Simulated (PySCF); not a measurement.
# C6H19NSi2, SMILES `C[Si](C)(C)N[Si](C)(C)C`: electronic structure

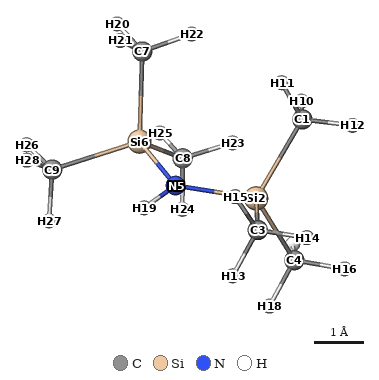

The molecule, with its atoms numbered as below. No frequency check shows the geometry to be a minimum.

Geometry (Å), atoms numbered from 1:

```
C1      -1.6363    1.2570    1.3593
Si2     -1.5899    0.0095   -0.0782
C3      -2.8066    0.5216   -1.4526
C4      -2.0586   -1.7204    0.5783
N5      -0.0006   -0.0022   -0.7934
Si6      1.5889   -0.0087   -0.0783
C7       2.0537    1.7244    0.5725
C8       1.6477   -1.2573    1.3585
C9       2.8017   -0.5231   -1.4551
H10     -0.9424    0.9701    2.1424
H11     -1.3631    2.2533    1.0271
H12     -2.6253    1.3165    1.8030
H13     -2.8109   -0.1970   -2.2662
H14     -3.8201    0.5858   -1.0709
H15     -2.5518    1.4905   -1.8697
H16     -3.0522   -1.7244    1.0164
H17     -1.3618   -2.0501    1.3417
H18     -2.0472   -2.4617   -0.2150
H19     -0.0005   -0.0141   -1.8005
H20      3.0693    1.7477    0.9560
H21      1.9825    2.4719   -0.2117
H22      1.3927    2.0319    1.3759
H23      0.9556   -0.9770    2.1458
H24      1.3798   -2.2546    1.0248
H25      2.6392   -1.3119    1.7976
H26      3.8198   -0.5644   -1.0826
H27      2.5586   -1.5031   -1.8529
H28      2.7859    0.1813   -2.2808
```

### 1. Bonding charge

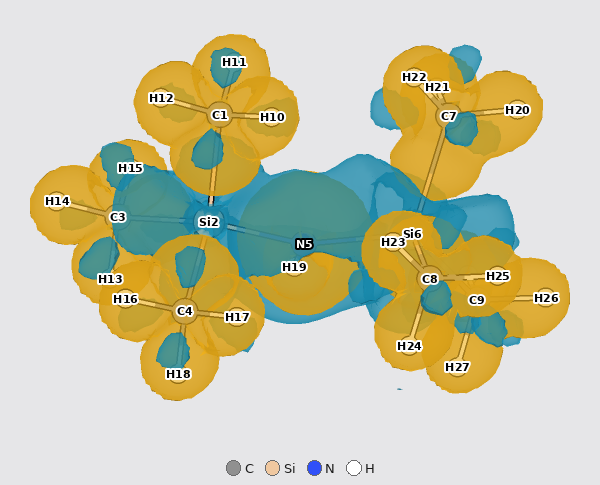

Deformation density (molecule less spherical, spin-averaged free atoms at the same positions), surfaces at ±0.04 e/Å³; yellow: gain, teal: loss.

Level of theory: TPSS/6-31+G* (PySCF), at a geometry from GFN2-xTB.

Q: Describe the bonding that the map shows.

A: The five largest and four smallest: N5–H19: +0.69 e/Å³ at the bond critical point (bond length 1.01 Å). C1–H11: +0.59 e/Å³ at the bond critical point (bond length 1.08 Å). C8–H24: +0.59 e/Å³ at the bond critical point (bond length 1.08 Å). C3–H15: +0.59 e/Å³ at the bond critical point (bond length 1.08 Å). C9–H27: +0.59 e/Å³ at the bond critical point (bond length 1.08 Å). Si2–C3: +0.14 e/Å³ at the bond critical point (bond length 1.91 Å). Si6–C9: +0.14 e/Å³ at the bond critical point (bond length 1.91 Å). Si2–N5: +0.08 e/Å³ at the bond critical point (bond length 1.74 Å); up to 0.6 Å beside the axis the gain reaches +0.36 e/Å³. N5–Si6: +0.08 e/Å³ at the bond critical point (bond length 1.74 Å); up to 0.6 Å beside the axis the gain reaches +0.36 e/Å³. In all, 5.6 electrons gather in the regions of gain relative to the promolecule. A small or negative value marks a very polar bond, one between electron-rich atoms, whose free-atom densities already overlap strongly, a long bond to a heavier atom, or a closed-shell contact such as a hydrogen bond.

Q: Where do the Hirshfeld charges lie?

A: The highest Hirshfeld charge is on Si2 (+0.39 e), the lowest on N5 (−0.33 e).

```csv
atom,charge (e)
C1,−0.18
Si2,+0.39
C3,−0.18
C4,−0.19
N5,−0.33
Si6,+0.39
C7,−0.19
C8,−0.18
C9,−0.18
H10,+0.03
H11,+0.03
H12,+0.03
H13,+0.03
H14,+0.03
H15,+0.03
H16,+0.03
H17,+0.03
H18,+0.03
H19,+0.11
H20,+0.03
H21,+0.03
H22,+0.03
H23,+0.03
H24,+0.03
H25,+0.03
H26,+0.03
H27,+0.03
H28,+0.03
```

### 2. Local ionisation energy

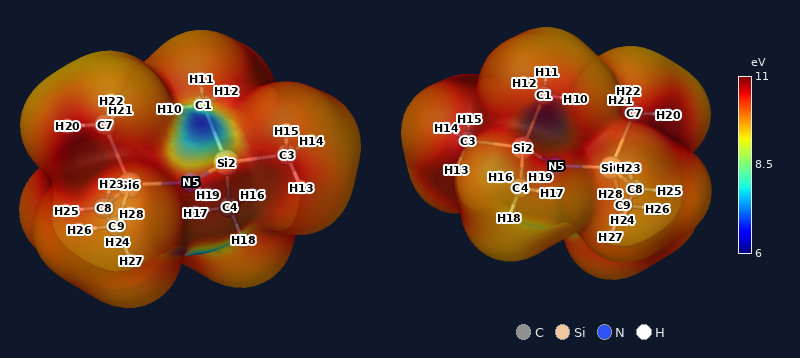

Average local ionisation energy on the surface of electron density 0.001 a.u. (back view left, front view right).

Q: Locate the minima of the map.

A: The lowest value is 6.9 eV, over N5, off the plane of its three bonds (2.1 Å). Further minima include 9.5 eV, near H16 (1.86 Å), H17 (1.93 Å), H18 (1.95 Å) and C4 (2.02 Å), and at like points elsewhere; 9.6 eV, near H23 (1.74 Å) and H24 (1.95 Å), over C8 (2.0 Å), and at like points elsewhere. For comparison, the highest occupied orbital lies at −5.5 eV.

Q: What volume does the surface enclose, and what is the dipole moment?

A: About 255 Å³; the dipole moment is 0.5 D.

### 3. In an electric field

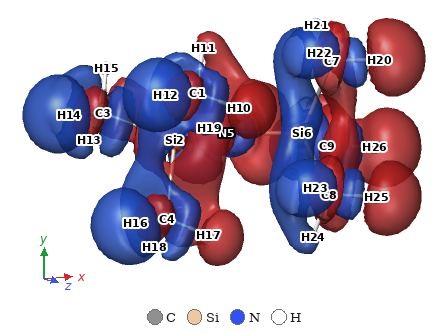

Change of the electron density in a uniform field of 0.51 V/Å, surfaces at ±0.003 e/Å³ (red: gain, blue: loss).

Computed with PySCF, TPSSh/6-31G*, geometry: GFN2-xTB. A basis without diffuse functions makes polarisabilities too small.

The field was applied in both directions; the picture shows the one opposite to the script's first.

Q: Along which Cartesian direction does the field point?

A: Along −x: electrons gather on the +x side, against the field.

Q: How large is the response?

A: The induced dipole is 3.11 D (along the field); α along this axis, from the fields in both directions, is 122 bohr³ (18.1 Å³).

### 4. Removing or adding an electron

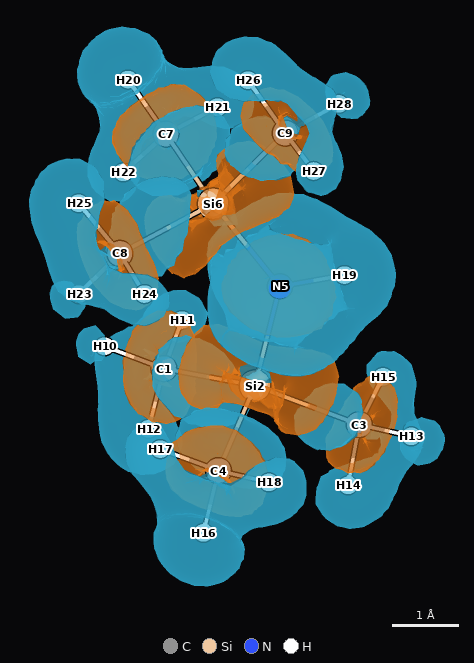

Fukui function f⁻ = ρ(N) − ρ(N−1) at fixed geometry, surfaces at ±0.01 e/Å³ (light blue positive, orange negative).

Computed with PySCF, PBE0/6-31G*, geometry: GFN2-xTB.

Q: Which atoms respond most to the removal of an electron?

A: f⁻ (Hirshfeld-condensed) is largest on N5 (0.22); the vertical ionisation energy is 8.15 eV (the stability of the cation's solution wasn't checked). Condensed values hint at sites of electrophilic attack but needn't mark the atom that reacts. Orbital relaxation makes it negative in places (0.35 e in all).

### 5. Localised orbitals

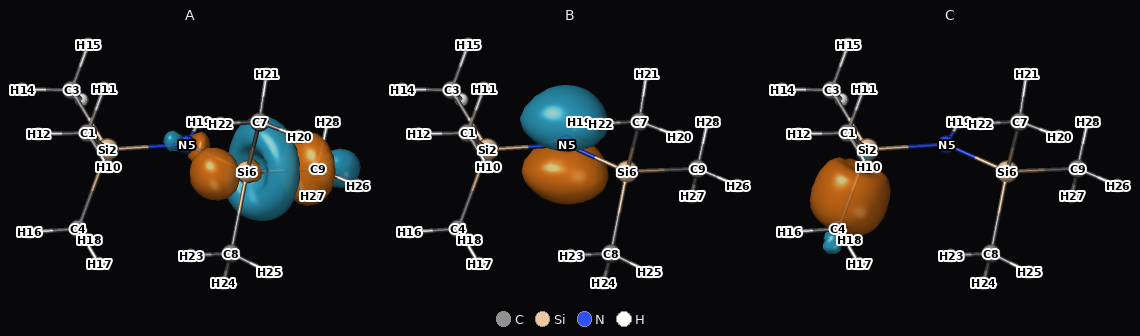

Intrinsic bond orbitals (IBO), occupied and valence-virtual; each surface holds about 70 % of the orbital's density. Energies are diagonal elements of the Fock matrix.

Level of theory: M06-2X/6-31+G* (PySCF), at a geometry from GFN2-xTB.

Q: Identify each orbital.

A: By panel:
- A: σ* orbital Si6–C9, mostly on Si6 (Si6 63 %, C9 33 %; 8.1 eV)
- B: lone pair on N5 (p-type) (N5 90 %, Si2 4 %, Si6 4 %; −9.0 eV)
- C: σ bond C4–Si2 (C4 65 %, Si2 34 %; −12.5 eV)

Q: How do all the valence pairs divide up?

A: 28 pairs: 27 σ bonds and 1 lone pair.
